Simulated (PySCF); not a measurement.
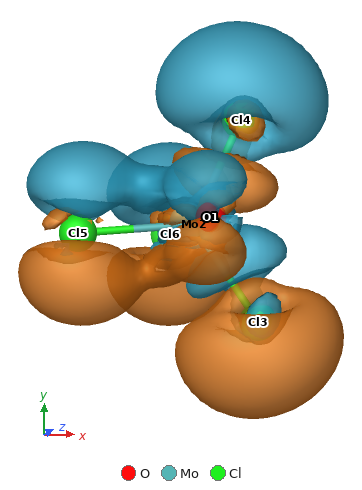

Cl4MoO, SMILES `O=[Mo](Cl)(Cl)(Cl)Cl`. Change of the electron density in a uniform field of 0.26 V/Å, surfaces at ±0.001 e/Å³ (light blue: gain, orange: loss).

Computed with PySCF, BLYP/def2-SVPD, geometry: GFN2-xTB. Core potentials replace the inner electrons of Mo; spin–orbit coupling isn't included. This is a single-reference result, which may miss multireference character in this system. No frequency check shows the geometry to be a minimum. GFN2-xTB bond lengths at metals and heavier atoms can be off by up to 0.1 Å and shapes distorted, which carries into these values.

Coordinates in Å:

```
O1      -0.0036   -0.0000    1.8847
Mo2     -0.0005   -0.0000    0.2553
Cl3      1.2828   -1.8334    0.1486
Cl4      0.9462    2.0278    0.1481
Cl5     -2.2294   -0.1943    0.1438
Cl6      0.0034   -0.0001   -1.9582
```

The field was applied in both directions; the picture shows the one opposite to the script's first.

> Along which Cartesian direction does the field point?

Along −y: electrons gather on the +y side, against the field.

> What dipole is induced, and what polarisability does it imply?

The induced dipole is 1.42 D (along the field); α along this axis, from the fields in both directions, is 112 bohr³ (16.6 Å³).
